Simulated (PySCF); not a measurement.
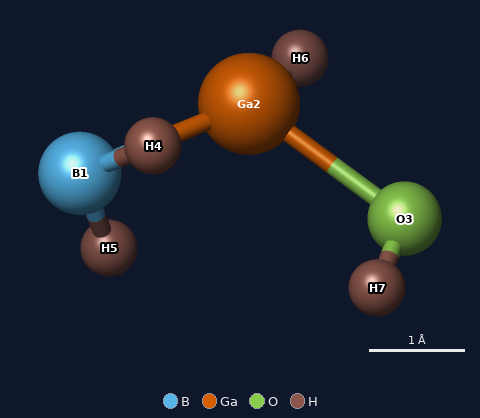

The input geometry (ball-and-stick view, seen at a tilt; atoms are numbered from 1 in the order of the input). Sticks mark near contacts.

## Geometry relaxation of GaBH4O (part 1 of 3)

GaBH4O, SMILES [BH2][GaH][OH], computed with KT2/STO-3G, RKS (PySCF 2.14.0).

The geometry: force field. Figures and captions count atoms from 1; the log counts them from 0 in places.

### The program's output
```
#|     Arguments passed to driver run_optimizer():      |#
customengine              <pyscf.geomopt.geometric_solver.PySCFEngine object>
maxiter                   100
----------------------------------------------------------
Custom engine selected.
Bonds will be generated from interatomic distances less than 1.20 times sum of covalent radii
21 internal coordinates being used (instead of 21 Cartesians)
Internal coordinate system (atoms numbered from 1):
Distance 1-2
Distance 1-4
Distance 1-5
Distance 2-3
Distance 2-6
Distance 3-7
Angle 2-1-4
Angle 2-1-5
Angle 4-1-5
Angle 1-2-6
Angle 3-2-6
Angle 2-3-7
Out-of-Plane 2-1-3-6
Dihedral 4-1-2-3
Dihedral 4-1-2-6
Dihedral 5-1-2-3
Dihedral 5-1-2-6
Dihedral 1-2-3-7
Dihedral 6-2-3-7
Translation-X 1-7
Translation-Y 1-7
Translation-Z 1-7
Rotation-A 1-7
Rotation-B 1-7
Rotation-C 1-7
<class 'geometric.internal.Distance'> : 6
<class 'geometric.internal.Angle'> : 6
<class 'geometric.internal.OutOfPlane'> : 1
<class 'geometric.internal.Dihedral'> : 6
<class 'geometric.internal.TranslationX'> : 1
<class 'geometric.internal.TranslationY'> : 1
<class 'geometric.internal.TranslationZ'> : 1
<class 'geometric.internal.RotationA'> : 1
<class 'geometric.internal.RotationB'> : 1
<class 'geometric.internal.RotationC'> : 1
> ===== Optimization Info: ====
> Job type: Energy minimization
> Maximum number of optimization cycles: 100
> Initial / maximum trust radius (Angstrom): 0.100 / 0.300
> Convergence Criteria:
> Will converge when all 5 criteria are reached:
>  |Delta-E| < 1.00e-06
>  RMS-Grad  < 3.00e-04
>  Max-Grad  < 4.50e-04
>  RMS-Disp  < 1.20e-03
>  Max-Disp  < 1.80e-03
> === End Optimization Info ===

Geometry optimization cycle 1
Cartesian coordinates (Angstrom)
 Atom        New coordinates             dX        dY        dZ
   B  -1.705800   0.023400   0.162500    0.000000  0.000000  0.000000
  Ga   0.271100  -0.063300   0.818500    0.000000  0.000000  0.000000
   O   1.692900  -0.075700  -0.657800    0.000000  0.000000  0.000000
   H  -1.192900  -0.972900  -0.079100    0.000000  0.000000  0.000000
   H  -1.206600   1.050500  -0.211500    0.000000  0.000000  0.000000
   H   0.984300   0.078100   1.395000    0.000000  0.000000  0.000000
   H   1.218300  -0.108100  -1.473200    0.000000  0.000000  0.000000

WARN: Mole.unit (angstrom) is changed to Bohr

converged SCF energy = -2012.93556639565
--------------- DFRKS_Scanner gradients ---------------
         x                y                z
0 B    -0.0636093918    -0.0263900771    -0.0010135017
1 Ga     0.3134498410     0.0556377276     0.3752333807
2 O    -0.0060809635    -0.0023768578    -0.1437818455
3 H     0.0391767104     0.0493196796     0.0166424539
4 H     0.0362540178    -0.0088825073     0.0006936826
5 H    -0.3811148048    -0.0712402094    -0.3376605206
6 H     0.0619487885     0.0039613737     0.0897906229
----------------------------------------------
cycle 1: E = -2012.9355664  dE = -2012.94  norm(grad) = 0.741281
Step    0 : Gradient = 2.802e-01/5.141e-01 (rms/max) Energy = -2012.9355663957
Hessian Eigenvalues: 2.30000e-02 2.30000e-02 2.35830e-02 ... 2.90383e-01 5.90577e-01 1.32488e+00

Geometry optimization cycle 2
Cartesian coordinates (Angstrom)
 Atom        New coordinates             dX        dY        dZ
   B  -1.665668   0.026220   0.143543    0.040132  0.002820 -0.018957
  Ga   0.315886  -0.058938   0.829241    0.044786  0.004362  0.010741
   O   1.664385  -0.072571  -0.624165   -0.028515  0.003129  0.033635
   H  -1.276841  -1.024463  -0.180167   -0.083941 -0.051563 -0.101067
   H  -1.232700   1.063208  -0.266958   -0.026100  0.012708 -0.055458
   H   1.129069   0.107180   1.517759    0.144769  0.029080  0.122759
   H   1.126999  -0.108839  -1.464183   -0.091301 -0.000739  0.009017
converged SCF energy = -2013.06646852337
--------------- DFRKS_Scanner gradients ---------------
         x                y                z
0 B    -0.1109477872    -0.0060900004    -0.0078443989
1 Ga     0.0886251285     0.0086307436     0.1572581256
2 O     0.0310809974    -0.0006126759    -0.0783727181
3 H     0.0493545557     0.0222455527     0.0168533056
4 H     0.0420457121    -0.0050827341     0.0054851876
5 H    -0.1227695705    -0.0211842022    -0.1210907535
6 H     0.0226197666     0.0021013645     0.0275685820
----------------------------------------------
cycle 2: E = -2013.06646852  dE = -0.130902  norm(grad) = 0.297783
Step    1 : Displace = 1.036e-01/1.920e-01 (rms/max) Trust = 1.000e-01 (=) Grad = 1.126e-01/1.807e-01 (rms/max) E (change) = -2013.0664685234 (-1.309e-01) Quality = 1.006
Hessian Eigenvalues: 2.29996e-02 2.30012e-02 2.35892e-02 ... 2.92226e-01 6.09506e-01 1.31566e+00

Geometry optimization cycle 3
Cartesian coordinates (Angstrom)
 Atom        New coordinates             dX        dY        dZ
   B  -1.519913   0.020072   0.149687    0.145755 -0.006148  0.006144
  Ga   0.416616  -0.053414   0.870610    0.100730  0.005524  0.041369
   O   1.619552  -0.066122  -0.580992   -0.044833  0.006449  0.043173
   H  -1.420890  -1.046780  -0.323254   -0.144048 -0.022317 -0.143087
   H  -1.328999   1.064244  -0.378915   -0.096299  0.001036 -0.111956
   H   1.284347   0.120706   1.618784    0.155277  0.013526  0.101025
   H   1.010383  -0.106914  -1.399128   -0.116617  0.001925  0.065055
converged SCF energy = -2013.15766507518
--------------- DFRKS_Scanner gradients ---------------
         x                y                z
0 B    -0.1308177041     0.0047847166    -0.0034074589
1 Ga     0.0638935312    -0.0003060982     0.1053239004
2 O     0.0416407967     0.0003375566    -0.0515932598
3 H     0.0446498954     0.0007121634     0.0078785242
4 H     0.0399355801     0.0022094836     0.0017962822
5 H    -0.0636696079    -0.0090661786    -0.0661900178
6 H     0.0042784429     0.0013073014     0.0061758027
----------------------------------------------
cycle 3: E = -2013.15766508  dE = -0.0911966  norm(grad) = 0.221255
Step    2 : Displace = 1.478e-01/2.040e-01 (rms/max) Trust = 1.414e-01 (+) Grad = 8.363e-02/1.309e-01 (rms/max) E (change) = -2013.1576650752 (-9.120e-02) Quality = 1.201
Hessian Eigenvalues: 2.48367e-03 2.30012e-02 2.30161e-02 ... 2.95120e-01 6.36983e-01 3.59867e+00

Geometry optimization cycle 4
Cartesian coordinates (Angstrom)
 Atom        New coordinates             dX        dY        dZ
   B  -1.421900   0.015605   0.145484    0.098013 -0.004467 -0.004203
  Ga   0.480376  -0.055072   0.882812    0.063760 -0.001658  0.012202
   O   1.629146  -0.066899  -0.561756    0.009594 -0.000777  0.019236
   H  -1.548786  -1.024646  -0.377657   -0.127897  0.022135 -0.054403
   H  -1.454920   1.048954  -0.425631   -0.125921 -0.015289 -0.046717
   H   1.377243   0.121676   1.666185    0.092896  0.000970  0.047401
   H   1.000359  -0.107724  -1.372617   -0.010024 -0.000810  0.026511
converged SCF energy = -2013.20379784794
--------------- DFRKS_Scanner gradients ---------------
         x                y                z
0 B    -0.1127744361     0.0061213809     0.0039356424
1 Ga     0.0522318286    -0.0045508392     0.0939545209
2 O     0.0424007468     0.0007294818    -0.0445057107
3 H     0.0311687281    -0.0031339101    -0.0023667400
4 H     0.0275522944     0.0038915650    -0.0064116304
5 H    -0.0394180559    -0.0040385416    -0.0450947819
6 H    -0.0012513511     0.0009486741     0.0005239619
----------------------------------------------
cycle 4: E = -2013.20379785  dE = -0.0461328  norm(grad) = 0.183126
Step    3 : Displace = 9.557e-02/1.400e-01 (rms/max) Trust = 2.000e-01 (+) Grad = 6.922e-02/1.130e-01 (rms/max) E (change) = -2013.2037978479 (-4.613e-02) Quality = 0.977
Hessian Eigenvalues: 1.92399e-02 2.29989e-02 2.30287e-02 ... 2.95035e-01 4.86508e-01 3.32878e+00

Geometry optimization cycle 5
Cartesian coordinates (Angstrom)
 Atom        New coordinates             dX        dY        dZ
   B  -1.359552   0.013357   0.134942    0.062347 -0.002249 -0.010542
  Ga   0.522336  -0.057474   0.878320    0.041961 -0.002402 -0.004492
   O   1.658237  -0.069371  -0.551297    0.029091 -0.002472  0.010459
   H  -1.652731  -0.991793  -0.390574   -0.103945  0.032853 -0.012917
   H  -1.564345   1.026320  -0.433194   -0.109425 -0.022634 -0.007562
   H   1.428519   0.121065   1.682100    0.051276 -0.000611  0.015915
   H   1.029230  -0.110137  -1.363556    0.028871 -0.002413  0.009061
converged SCF energy = -2013.22566143238
--------------- DFRKS_Scanner gradients ---------------
         x                y                z
0 B    -0.0920169883     0.0061346303     0.0070483295
1 Ga     0.0480051982    -0.0062814128     0.0924770686
2 O     0.0415161690     0.0008786593    -0.0414034914
3 H     0.0193597824    -0.0016356087    -0.0083212342
4 H     0.0158086303     0.0021695784    -0.0113037458
5 H    -0.0296266709    -0.0021328874    -0.0375382960
6 H    -0.0031504026     0.0008350377    -0.0009292621
----------------------------------------------
cycle 5: E = -2013.22566143  dE = -0.0218636  norm(grad) = 0.16131
Step    4 : Displace = 7.059e-02/1.123e-01 (rms/max) Trust = 2.828e-01 (+) Grad = 6.097e-02/1.044e-01 (rms/max) E (change) = -2013.2256614324 (-2.186e-02) Quality = 0.979
Hessian Eigenvalues: 2.29968e-02 2.29984e-02 2.34130e-02 ... 3.92207e-01 4.83068e-01 3.29510e+00

Geometry optimization cycle 6
Cartesian coordinates (Angstrom)
 Atom        New coordinates             dX        dY        dZ
   B  -1.306857   0.012351   0.118937    0.052696 -0.001006 -0.016005
  Ga   0.558317  -0.060017   0.868731    0.035980 -0.002544 -0.009589
   O   1.694392  -0.072478  -0.544176    0.036155 -0.003107  0.007121
   H  -1.750442  -0.946174  -0.388228   -0.097710  0.045619  0.002346
   H  -1.670581   0.991816  -0.425921   -0.106236 -0.034504  0.007273
   H   1.465742   0.119433   1.688377    0.037223 -0.001632  0.006277
   H   1.071289  -0.112916  -1.361002    0.042059 -0.002779  0.002554
converged SCF energy = -2013.23744161732
--------------- DFRKS_Scanner gradients ---------------
         x                y                z
0 B    -0.0699229389     0.0057840845     0.0069071697
1 Ga     0.0463182214    -0.0072855535     0.0937252980
2 O     0.0401646446     0.0009712157    -0.0392116946
3 H     0.0077011388     0.0034560007    -0.0119480814
4 H     0.0037753104    -0.0026111810    -0.0141207822
5 H    -0.0241542293    -0.0011294171    -0.0339766955
6 H    -0.0040044087     0.0007787039    -0.0013639315
----------------------------------------------
cycle 6: E = -2013.23744162  dE = -0.0117802  norm(grad) = 0.145935
Step    5 : Displace = 6.845e-02/1.114e-01 (rms/max) Trust = 3.000e-01 (+) Grad = 5.516e-02/1.048e-01 (rms/max) E (change) = -2013.2374416173 (-1.178e-02) Quality = 0.923
Hessian Eigenvalues: 2.29959e-02 2.30057e-02 2.36102e-02 ... 4.71889e-01 1.14577e+00 3.24152e+00

Geometry optimization cycle 7
Cartesian coordinates (Angstrom)
 Atom        New coordinates             dX        dY        dZ
   B  -1.252520   0.012214   0.096708    0.054336 -0.000137 -0.022229
  Ga   0.591000  -0.062828   0.852091    0.032683 -0.002811 -0.016640
   O   1.732797  -0.076192  -0.537160    0.038405 -0.003714  0.007016
   H  -1.847331  -0.879824  -0.376153   -0.096890  0.066350  0.012075
   H  -1.778752   0.937422  -0.407125   -0.108171 -0.054394  0.018795
   H   1.495636   0.117394   1.689806    0.029894 -0.002039  0.001429
   H   1.121296  -0.116093  -1.361460    0.050007 -0.003178 -0.000458
converged SCF energy = -2013.24189620057
--------------- DFRKS_Scanner gradients ---------------
         x                y                z
0 B    -0.0460409620     0.0054096727     0.0032070238
1 Ga     0.0459599858    -0.0081355928     0.0951778648
2 O     0.0378609071     0.0010545163    -0.0367264168
3 H    -0.0045190044     0.0136075311    -0.0137632923
4 H    -0.0091689765    -0.0123175410    -0.0150721048
5 H    -0.0198608391    -0.0004192701    -0.0317675784
6 H    -0.0043762926     0.0007633285    -0.0010879250
----------------------------------------------
cycle 7: E = -2013.2418962  dE = -0.00445458  norm(grad) = 0.135878
Step    6 : Displace = 7.387e-02/1.214e-01 (rms/max) Trust = 3.000e-01 (=) Grad = 5.136e-02/1.060e-01 (rms/max) E (change) = -2013.2418962006 (-4.455e-03) Quality = 0.611
Hessian Eigenvalues: 2.29941e-02 2.30056e-02 2.36145e-02 ... 4.65713e-01 3.01361e+00 1.13732e+01

Geometry optimization cycle 8
Cartesian coordinates (Angstrom)
 Atom        New coordinates             dX        dY        dZ
   B  -1.035531  -0.004500   0.102516    0.216989 -0.016714  0.005808
  Ga   0.477857  -0.012590   0.717260   -0.113143  0.050238 -0.134831
   O   1.425033  -0.071635  -0.434565   -0.307765  0.004557  0.102595
   H  -1.514338  -0.900302  -0.481954    0.332993 -0.020478 -0.105801
   H  -1.507138   0.952205  -0.360890    0.271614  0.014783  0.046236
   H   1.378617   0.141458   1.690777   -0.117019  0.024064  0.000970
   H   0.848901  -0.169221  -1.279450   -0.272395 -0.053128  0.082011
converged SCF energy = -2013.27069537922
--------------- DFRKS_Scanner gradients ---------------
         x                y                z
0 B     0.0129516433     0.0048775579     0.0054239227
1 Ga     0.0811455449    -0.0026556433    -0.0543156933
2 O    -0.0488902003     0.0080427885     0.1048213992
3 H     0.0027172743     0.0036267833    -0.0083943357
4 H     0.0026080611    -0.0079804309    -0.0046390459
5 H    -0.0226949079    -0.0050315548    -0.0475369756
6 H    -0.0279247080    -0.0008014181     0.0047208170
----------------------------------------------
cycle 8: E = -2013.27069538  dE = -0.0287992  norm(grad) = 0.16429
Step    7 : Displace = 2.615e-01/3.347e-01 (rms/max) Trust = 3.000e-01 (=) Grad = 6.210e-02/1.159e-01 (rms/max) E (change) = -2013.2706953792 (-2.880e-02) Quality = 0.674
Hessian Eigenvalues: 2.25459e-02 2.30218e-02 2.30426e-02 ... 4.65283e-01 3.01895e+00 1.10437e+01

Geometry optimization cycle 9
Cartesian coordinates (Angstrom)
 Atom        New coordinates             dX        dY        dZ
   B  -1.123636   0.018728   0.174507   -0.088105  0.023229  0.071991
  Ga   0.342179   0.041707   0.557907   -0.135678  0.054298 -0.159352
   O   1.598352  -0.098233  -0.575041    0.173319 -0.026598 -0.140475
   H  -1.607506  -0.917381  -0.288453   -0.093167 -0.017080  0.193501
   H  -1.692541   0.991218  -0.108652   -0.185403  0.039013  0.252238
   H   1.195079   0.127569   1.719770   -0.183538 -0.013890  0.028993
   H   1.367914  -0.230541  -1.527476    0.519013 -0.061319 -0.248027
converged SCF energy = -2013.29662808107
--------------- DFRKS_Scanner gradients ---------------
         x                y                z
0 B     0.0208705144    -0.0065484067     0.0217007305
1 Ga    -0.0622891496     0.0050876395     0.0099326847
2 O    -0.0067523290    -0.0058951543    -0.0483075823
3 H     0.0177001904     0.0062544952    -0.0036331835
4 H     0.0111604404     0.0006978083    -0.0008756483
5 H     0.0005042384    -0.0000839402    -0.0020588410
6 H     0.0187825639     0.0004265429     0.0232727653
----------------------------------------------
cycle 9: E = -2013.29662808  dE = -0.0259327  norm(grad) = 0.093586
Step    8 : Displace = 2.986e-01/5.847e-01 (rms/max) Trust = 3.000e-01 (=) Grad = 3.537e-02/6.328e-02 (rms/max) E (change) = -2013.2966280811 (-2.593e-02) Quality = 0.592
Hessian Eigenvalues: 2.25974e-02 2.30081e-02 2.32402e-02 ... 4.78012e-01 3.01946e+00 1.19937e+01

Geometry optimization cycle 10
Cartesian coordinates (Angstrom)
 Atom        New coordinates             dX        dY        dZ
   B  -1.230081   0.037077   0.164705   -0.106445  0.018349 -0.009802
  Ga   0.462398   0.013840   0.448292    0.120219 -0.027867 -0.109615
   O   1.879581  -0.107080  -0.545822    0.281229 -0.008847  0.029218
   H  -1.984506  -0.881822  -0.088791   -0.377000  0.035560  0.199662
   H  -1.970924   0.941306  -0.076973   -0.278383 -0.049912  0.031679
   H   1.251826   0.090399   1.581051    0.056747 -0.037170 -0.138719
   H   1.676682  -0.156761  -1.533363    0.308768  0.073780 -0.005887
converged SCF energy = -2013.29158151082
--------------- DFRKS_Scanner gradients ---------------
         x                y                z
0 B    -0.0214230544     0.0092680742     0.0192692029
1 Ga     0.0171004708     0.0009529686     0.0310875057
2 O     0.0291559742    -0.0036234261    -0.0316423952
3 H    -0.0221314354    -0.0052465533    -0.0134951707
4 H    -0.0168935108    -0.0024853641    -0.0095668510
5 H     0.0051383236     0.0010214939    -0.0035498487
6 H     0.0091769256     0.0002744369     0.0078952044
```
